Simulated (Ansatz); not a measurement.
**Geometry relaxation, with input and output: C2H10OSi2 (part 1 of 3)**

System: C2H10OSi2.
Method: HF/3-21G, RHF (Ansatz 0.2.0).

The geometry comes from this level: PBE0-D4/def2-TZVP. Figures and captions count atoms from 1; the log counts them from 0 in places.

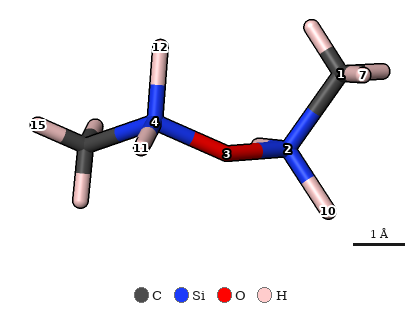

The input geometry (stick view, seen at a tilt; atoms are numbered from 1 in the order of the input).

The input
```yaml
crystal:
  periodic: [false, false, false]
  atoms:
    - {symbol: C, position_ang: [-2.625720, 0.310300, -0.248710]}
    - {symbol: Si, position_ang: [-1.173950, -0.669330, -0.875010]}
    - {symbol: O, position_ang: [0.204290, 0.210220, -0.800740]}
    - {symbol: Si, position_ang: [1.347440, 0.853310, 0.178220]}
    - {symbol: C, position_ang: [2.479970, -0.466230, 0.838180]}
    - {symbol: H, position_ang: [-2.484490, 0.598240, 0.795950]}
    - {symbol: H, position_ang: [-2.766780, 1.219460, -0.837920]}
    - {symbol: H, position_ang: [-3.541630, -0.283550, -0.315050]}
    - {symbol: H, position_ang: [-1.013500, -1.909330, -0.062520]}
    - {symbol: H, position_ang: [-1.378520, -1.057260, -2.294720]}
    - {symbol: H, position_ang: [2.111540, 1.845700, -0.621250]}
    - {symbol: H, position_ang: [0.686300, 1.563810, 1.310310]}
    - {symbol: H, position_ang: [1.926560, -1.199290, 1.430200]}
    - {symbol: H, position_ang: [2.981860, -0.993370, 0.023410]}
    - {symbol: H, position_ang: [3.246620, -0.022690, 1.479650]}
basis:
  gaussian: {orbitals: 3-21G.json}
hamiltonian: {xc: hf}
relax: {f_tol: 0.002}
output: {orbitals: {seedname: orbitals}}
```

Launch command:
```bash
ansatz run molecule.yaml --threads 1 --pin off --max-ram 3480MiB --events-out events.jsonl --progress --plain --runs-dir runs
```

What the program printed
```
The last accepted step is kept in runs//last_step.txt (removed where the run ends without a failure and the disk answers)
Functional definition: HF
  name "HF"
  exchange = exact_x
  correlation = 0
887 factors; integrals over basis functions are off by at most 5.3e-4 eV
mean field evaluation 1: about -19873.9980 eV, gradient 3.7e1 eV
mean field evaluation 2: about -19874.2755 eV, gradient 3.7e1 eV
mean field evaluation 4: about -19877.1283 eV, gradient 3.2e0 eV
mean field evaluation 8: about -19877.1634 eV, gradient 1.3e-4 eV
mean field -19877.16340829 eV, -730.4722820293 hartree, gradient 4.8e-5 eV, S^2 0.000000; 0 other end points of the search recorded, 0 dependent functions left out
the calculation of the forces begins
reference -19877.16340829 eV, -730.4722820293 hartree; 29, 29 occupied and 44, 44 virtual orbitals, 887 factors
relax step   1: F+E_penalty+E_count = -19877.16340829 eV  Δ(F+E_penalty+E_count) = +0.000e0 eV  max|allowed force component| = 1.234e0 eV/Å  Δτ_max = 0.0000 Å  (33 SCF iters, accepted)
these checks for a lower state are left out or cut short: starts, cluster_reference, orbital_swaps, neighbouring_geometries, increment
887 factors; integrals over basis functions are off by at most 5.4e-4 eV
mean field evaluation 16: about -19877.2658 eV, gradient 1.6e-2 eV
mean field -19877.26580124 eV, -730.4760449009 hartree, gradient 9.8e-6 eV, S^2 0.000000; 0 other end points of the search recorded, 0 dependent functions left out
[... from here on the field's lines of each further geometry are left out, up to the last ...]
relax step   2: F+E_penalty+E_count = -19877.26580124 eV  Δ(F+E_penalty+E_count) = -1.024e-1 eV  max|allowed force component| = 5.135e-1 eV/Å  Δτ_max = 0.0755 Å  (34 SCF iters, accepted)
relax step   3: F+E_penalty+E_count = -19877.29823856 eV  Δ(F+E_penalty+E_count) = -3.244e-2 eV  max|allowed force component| = 3.272e-1 eV/Å  Δτ_max = 0.0646 Å  (35 SCF iters, accepted)
relax step   4: F+E_penalty+E_count = -19877.31704302 eV  Δ(F+E_penalty+E_count) = -1.880e-2 eV  max|allowed force component| = 3.630e-1 eV/Å  Δτ_max = 0.0645 Å  (34 SCF iters, accepted)
relax step   5: F+E_penalty+E_count = -19877.34377870 eV  Δ(F+E_penalty+E_count) = -2.674e-2 eV  max|allowed force component| = 4.128e-1 eV/Å  Δτ_max = 0.1521 Å  (34 SCF iters, accepted)
relax step   6: F+E_penalty+E_count = -19877.39043640 eV  Δ(F+E_penalty+E_count) = -4.666e-2 eV  max|allowed force component| = 1.015e-1 eV/Å  Δτ_max = 0.2000 Å  (33 SCF iters, accepted)
relax step   7: F+E_penalty+E_count = -19877.39449460 eV  Δ(F+E_penalty+E_count) = -4.058e-3 eV  max|allowed force component| = 5.846e-2 eV/Å  Δτ_max = 0.0592 Å  (34 SCF iters, accepted)
relax step   8: F+E_penalty+E_count = -19877.39359551 eV  Δ(F+E_penalty+E_count) = +8.991e-4 eV  max|allowed force component| = 8.484e-2 eV/Å  Δτ_max = 0.0571 Å  (34 SCF iters, rejected (line search))
relax step   9: F+E_penalty+E_count = -19877.39558767 eV  Δ(F+E_penalty+E_count) = -1.093e-3 eV  max|allowed force component| = 4.919e-2 eV/Å  Δτ_max = 0.0279 Å  (35 SCF iters, accepted)
relax step  10: F+E_penalty+E_count = -19877.39567164 eV  Δ(F+E_penalty+E_count) = -8.397e-5 eV  max|allowed force component| = 3.314e-2 eV/Å  Δτ_max = 0.0194 Å  (35 SCF iters, accepted)
relax step  11: F+E_penalty+E_count = -19877.39604258 eV  Δ(F+E_penalty+E_count) = -3.709e-4 eV  max|allowed force component| = 3.279e-3 eV/Å  Δτ_max = 0.0138 Å  (35 SCF iters, accepted)
relax step  12: F+E_penalty+E_count = -19877.39609647 eV  Δ(F+E_penalty+E_count) = -5.389e-5 eV  max|allowed force component| = 9.250e-4 eV/Å  Δτ_max = 0.0091 Å  (35 SCF iters, accepted)
relax step  13: F+E_penalty+E_count = -19877.39615572 eV  Δ(F+E_penalty+E_count) = -5.926e-5 eV  max|allowed force component| = 8.527e-3 eV/Å  Δτ_max = 0.0237 Å  (35 SCF iters, accepted)
relax step  14: F+E_penalty+E_count = -19877.39617209 eV  Δ(F+E_penalty+E_count) = -1.637e-5 eV  max|allowed force component| = 7.718e-3 eV/Å  Δτ_max = 0.0047 Å  (34 SCF iters, accepted)
relax step  15: F+E_penalty+E_count = -19877.39621898 eV  Δ(F+E_penalty+E_count) = -4.689e-5 eV  max|allowed force component| = 6.725e-3 eV/Å  Δτ_max = 0.0135 Å  (35 SCF iters, accepted)
relax step  16: F+E_penalty+E_count = -19877.39629363 eV  Δ(F+E_penalty+E_count) = -7.465e-5 eV  max|allowed force component| = 4.035e-2 eV/Å  Δτ_max = 0.0833 Å  (34 SCF iters, accepted)
relax step  17: F+E_penalty+E_count = -19877.39641510 eV  Δ(F+E_penalty+E_count) = -1.215e-4 eV  max|allowed force component| = 2.276e-2 eV/Å  Δτ_max = 0.0192 Å  (35 SCF iters, accepted)
relax step  18: F+E_penalty+E_count = -19877.39648277 eV  Δ(F+E_penalty+E_count) = -6.767e-5 eV  max|allowed force component| = 1.363e-2 eV/Å  Δτ_max = 0.0101 Å  (35 SCF iters, accepted)
relax step  19: F+E_penalty+E_count = -19877.39661640 eV  Δ(F+E_penalty+E_count) = -1.336e-4 eV  max|allowed force component| = 1.134e-2 eV/Å  Δτ_max = 0.0442 Å  (34 SCF iters, accepted)
relax step  20: F+E_penalty+E_count = -19877.39667071 eV  Δ(F+E_penalty+E_count) = -5.431e-5 eV  max|allowed force component| = 2.133e-2 eV/Å  Δτ_max = 0.0624 Å  (34 SCF iters, accepted)
relax step  21: F+E_penalty+E_count = -19877.39671980 eV  Δ(F+E_penalty+E_count) = -4.909e-5 eV  max|allowed force component| = 1.293e-2 eV/Å  Δτ_max = 0.0073 Å  (35 SCF iters, accepted)
relax step  22: F+E_penalty+E_count = -19877.39677319 eV  Δ(F+E_penalty+E_count) = -5.339e-5 eV  max|allowed force component| = 4.312e-3 eV/Å  Δτ_max = 0.0064 Å  (35 SCF iters, accepted)
relax step  23: F+E_penalty+E_count = -19877.39685060 eV  Δ(F+E_penalty+E_count) = -7.741e-5 eV  max|allowed force component| = 6.262e-3 eV/Å  Δτ_max = 0.0345 Å  (35 SCF iters, accepted)
relax step  24: F+E_penalty+E_count = -19877.39660410 eV  Δ(F+E_penalty+E_count) = +2.465e-4 eV  max|allowed force component| = 5.916e-2 eV/Å  Δτ_max = 0.0897 Å  (34 SCF iters, rejected (line search))
relax step  25: F+E_penalty+E_count = -19877.39690659 eV  Δ(F+E_penalty+E_count) = -5.599e-5 eV  max|allowed force component| = 1.219e-2 eV/Å  Δτ_max = 0.0437 Å  (35 SCF iters, accepted)
relax step  26: F+E_penalty+E_count = -19877.39692438 eV  Δ(F+E_penalty+E_count) = -1.779e-5 eV  max|allowed force component| = 8.690e-3 eV/Å  Δτ_max = 0.0087 Å  (35 SCF iters, accepted)
relax step  27: F+E_penalty+E_count = -19877.39694044 eV  Δ(F+E_penalty+E_count) = -1.606e-5 eV  max|allowed force component| = 3.579e-3 eV/Å  Δτ_max = 0.0130 Å  (34 SCF iters, accepted)
relax step  28: F+E_penalty+E_count = -19877.39694715 eV  Δ(F+E_penalty+E_count) = -6.708e-6 eV  max|allowed force component| = 2.022e-3 eV/Å  Δτ_max = 0.0125 Å  (34 SCF iters, accepted)
relax step  29: F+E_penalty+E_count = -19877.39695242 eV  Δ(F+E_penalty+E_count) = -5.275e-6 eV  max|allowed force component| = 2.985e-3 eV/Å  Δτ_max = 0.0197 Å  (35 SCF iters, accepted)
relax step  30: F+E_penalty+E_count = -19877.39695602 eV  Δ(F+E_penalty+E_count) = -3.600e-6 eV  max|allowed force component| = 2.206e-3 eV/Å  Δτ_max = 0.0014 Å  (35 SCF iters, accepted)
relax step  31: F+E_penalty+E_count = -19877.39695940 eV  Δ(F+E_penalty+E_count) = -3.377e-6 eV  max|allowed force component| = 1.983e-3 eV/Å  Δτ_max = 0.0046 Å  (35 SCF iters, accepted)
relax step  32: F+E_penalty+E_count = -19877.39696026 eV  Δ(F+E_penalty+E_count) = -8.666e-7 eV  max|allowed force component| = 1.310e-3 eV/Å  Δτ_max = 0.0041 Å  (35 SCF iters, accepted)
the calculation of the forces begins
reference -19877.39696062 eV, -730.4808649193 hartree; 29, 29 occupied and 44, 44 virtual orbitals, 887 factors
relax step  33: F+E_penalty+E_count = -19877.39696062 eV  Δ(F+E_penalty+E_count) = -3.574e-7 eV  max|allowed force component| = 1.840e-3 eV/Å  Δτ_max = 0.0026 Å  (35 SCF iters, accepted)
```

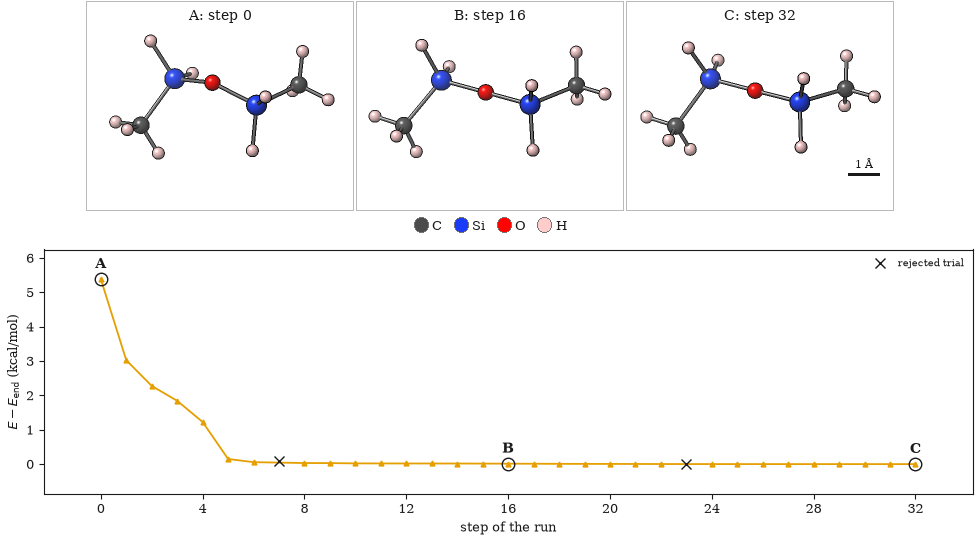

Frames of the relaxation (ball-and-stick view, seen at a tilt) above the curves, on which the letters mark them (the first geometry is step 0 here and step 1 in the log).

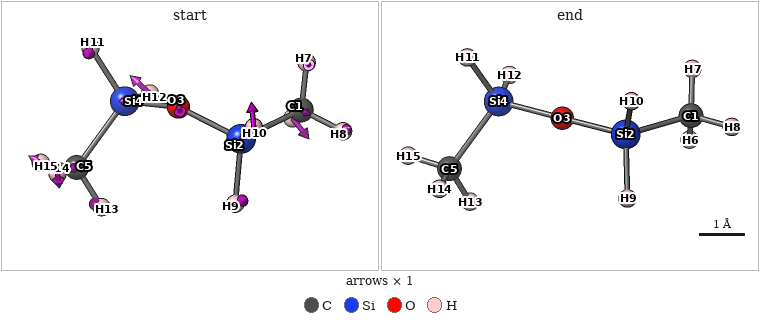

Before (left) and after (right) the relaxation, at one scale (ball-and-stick view, seen at a tilt). The pink arrows give the displacements, at true length. After 32 geometry steps the energy has fallen by 5.39 kcal/mol. The largest force component goes from 1.2 to 0.0018 eV/Å. The line search rejected the trial steps at points 7, 23 (counted from 0) and went back. The largest moves after the best rigid fit, 0.63 Å, are those of H6 and H12. By element the largest moves are H 0.63 Å, O 0.42 Å, C 0.25 Å, Si 0.15 Å. Among the contacts that change: C1–Si2 1.860 → 1.903 Å, O3–Si4 1.637 → 1.650 Å, C1–H6 1.093 → 1.085 Å. Among the angles that change: Si2–O3–Si4 145.7° → 179.4°, O3–Si2–H10 107.4° → 109.5°. (Atoms are counted from 1 in the order of the input.)

```
887 factors; integrals over basis functions are off by at most 5.7e-4 eV
mean field -19877.39696062 eV, -730.4808649193 hartree, gradient 1.1e-5 eV, S^2 0.000000; 1 other end points of the search recorded, 0 dependent functions left out
the calculation of the forces begins
reference -19877.39696062 eV, -730.4808649193 hartree; 29, 29 occupied and 44, 44 virtual orbitals, 887 factors
Total energy: -19877.39696062 eV, -730.4808649193 hartree
Atom 0 at    -2.839901     0.195886    -0.204076 Å, force     0.000083    -0.000020    -0.000228 eV/Å
Atom 1 at    -1.282798    -0.594138    -0.959965 Å, force    -0.000225    -0.000279     0.001132 eV/Å
Atom 2 at     0.103642     0.110328    -0.408129 Å, force     0.000375     0.000583    -0.001840 eV/Å
Atom 3 at     1.494028     0.819338     0.127727 Å, force    -0.000319    -0.000425     0.001182 eV/Å
Atom 4 at     2.632928    -0.416595     1.019604 Å, force     0.000065     0.000130    -0.000249 eV/Å
Atom 5 at    -2.849433     0.100506     0.877006 Å, force     0.000011    -0.000122     0.000179 eV/Å
Atom 6 at    -2.908073     1.251145    -0.448415 Å, force    -0.000053     0.000263     0.000009 eV/Å
Atom 7 at    -3.727338    -0.296613    -0.592438 Å, force    -0.000116     0.000002    -0.000079 eV/Å
Atom 8 at    -1.270279    -2.043271    -0.619943 Å, force     0.000051    -0.000261    -0.000056 eV/Å
Atom 9 at    -1.351738    -0.461471    -2.440870 Å, force    -0.000069    -0.000000    -0.000119 eV/Å
Atom 10 at     2.232066     1.400301    -1.026923 Å, force     0.000135     0.000033    -0.000053 eV/Å
Atom 11 at     1.155888     1.921419     1.069451 Å, force    -0.000041     0.000282     0.000042 eV/Å
Atom 12 at     2.147382    -0.849218     1.888516 Å, force    -0.000115     0.000048     0.000174 eV/Å
Atom 13 at     2.930084    -1.227804     0.362673 Å, force     0.000084    -0.000248    -0.000085 eV/Å
Atom 14 at     3.533533     0.090179     1.355782 Å, force     0.000135     0.000014    -0.000010 eV/Å
Dipole moment:    -0.025664    -0.027327     0.101070 e Å
```

Trajectory as extended XYZ (Å, eV, eV/Å), 33 frames, from step=1 to step=33
```
15
Properties=species:S:1:pos:R:3:forces:R:3 step=1 energy=-19877.16341
C    -2.6257    0.3103   -0.2487   -0.8542   0.4080   0.3448
Si   -1.1740   -0.6693   -0.8750   -0.0983  -0.9138  -0.9629
O     0.2043    0.2102   -0.8007   -0.0302  -0.0299   0.1179
Si    1.3474    0.8533    0.1782    0.4061   1.2336  -0.2538
C     2.4800   -0.4662    0.8382    0.6563  -0.6170   0.4515
H    -2.4845    0.5982    0.7960   -0.1141  -0.0081  -0.2315
H    -2.7668    1.2195   -0.8379   -0.0079  -0.1968   0.1860
H    -3.5416   -0.2836   -0.3150    0.1679   0.1931   0.0496
H    -1.0135   -1.9093   -0.0625   -0.0668  -0.0305   0.0518
H    -1.3785   -1.0573   -2.2947   -0.1261  -0.0596   0.0518
H     2.1115    1.8457   -0.6212    0.0810   0.0137   0.1234
H     0.6863    1.5638    1.3103    0.0310  -0.0058   0.0836
H     1.9266   -1.1993    1.4302    0.2025   0.1040  -0.1206
H     2.9819   -0.9934    0.0234   -0.1009   0.0820   0.2377
H     3.2466   -0.0227    1.4796   -0.1462  -0.1730  -0.1292
15
Properties=species:S:1:pos:R:3:forces:R:3 step=2 energy=-19877.26580
C    -2.6809    0.3028   -0.2579   -0.3532   0.2989   0.1136
Si   -1.1965   -0.6652   -0.9058   -0.1259  -0.4389  -0.3150
O     0.2025    0.2086   -0.7940   -0.0577  -0.0576   0.2233
Si    1.3820    0.8616    0.1628    0.1980   0.5135   0.0258
C     2.5321   -0.4621    0.8593    0.3005  -0.3550   0.1018
H    -2.5577    0.5826    0.7860    0.0288  -0.0348  -0.0570
H    -2.8304    1.2178   -0.8256   -0.0086  -0.0331   0.0226
H    -3.5931   -0.2855   -0.3332    0.0820  -0.0186  -0.0264
H    -1.0688   -1.9075   -0.0868    0.0181  -0.0072  -0.0205
H    -1.4252   -1.0623   -2.3187    0.0174   0.0539   0.0204
H     2.1631    1.8561   -0.6163   -0.0172  -0.0550  -0.0182
H     0.7467    1.5673    1.3157   -0.0077   0.0184  -0.0196
H     1.9936   -1.1896    1.4627   -0.0047   0.0607  -0.0396
H     3.0323   -1.0056    0.0618   -0.0063   0.0166   0.0368
H     3.3003   -0.0190    1.4898   -0.0637   0.0383  -0.0482
15
Properties=species:S:1:pos:R:3:forces:R:3 step=3 energy=-19877.29824
C    -2.7295    0.3099   -0.2730    0.0234  -0.0097   0.0115
Si   -1.2215   -0.6712   -0.9052    0.0609   0.1076  -0.0625
O     0.1907    0.1968   -0.7484   -0.0845  -0.0854   0.3272
Si    1.4033    0.8637    0.1774   -0.0121  -0.0582  -0.1264
C     2.5825   -0.4671    0.8660   -0.0280   0.0047   0.0023
H    -2.6205    0.5736    0.7742    0.0150  -0.0098   0.0232
H    -2.8788    1.2288   -0.8303    0.0355  -0.0098  -0.0403
H    -3.6287   -0.2902   -0.3716   -0.0260  -0.0349  -0.0126
H    -1.1071   -1.9264   -0.1026   -0.0346   0.0239  -0.0399
H    -1.4371   -1.0375   -2.3268    0.0506   0.0306  -0.0072
H     2.1809    1.8368   -0.6288   -0.0376  -0.0176  -0.0424
H     0.7858    1.5869    1.3302    0.0525  -0.0059  -0.0257
H     2.0531   -1.1837    1.4859   -0.0245  -0.0011   0.0157
H     3.0783   -1.0192    0.0744   -0.0149   0.0320  -0.0417
H     3.3483   -0.0013    1.4785    0.0243   0.0336   0.0187
15
Properties=species:S:1:pos:R:3:forces:R:3 step=4 energy=-19877.31704
C    -2.7668    0.3069   -0.2820    0.1742  -0.0973  -0.0906
Si   -1.2431   -0.6701   -0.9015    0.1725   0.2315   0.0822
O     0.1767    0.1826   -0.6939   -0.0933  -0.0945   0.3630
Si    1.4211    0.8588    0.1895   -0.1607  -0.2213  -0.1246
C     2.6189   -0.4649    0.8771   -0.1267   0.1468  -0.1013
H    -2.6784    0.5549    0.7706    0.0048  -0.0012   0.0148
H    -2.8938    1.2299   -0.8362   -0.0174   0.0339  -0.0123
H    -3.6628   -0.2928   -0.4124   -0.0181  -0.0080  -0.0043
H    -1.1652   -1.9419   -0.1223   -0.0055   0.0158  -0.0478
H    -1.4225   -1.0032   -2.3364    0.0335   0.0323  -0.0046
H     2.1771    1.8131   -0.6588   -0.0236  -0.0224  -0.0337
H     0.8453    1.6035    1.3491    0.0290   0.0081  -0.0419
H     2.1032   -1.1727    1.5177   -0.0109  -0.0053   0.0095
H     3.0938   -1.0196    0.0758    0.0250  -0.0256  -0.0173
H     3.3963    0.0157    1.4637    0.0173   0.0070   0.0088
```
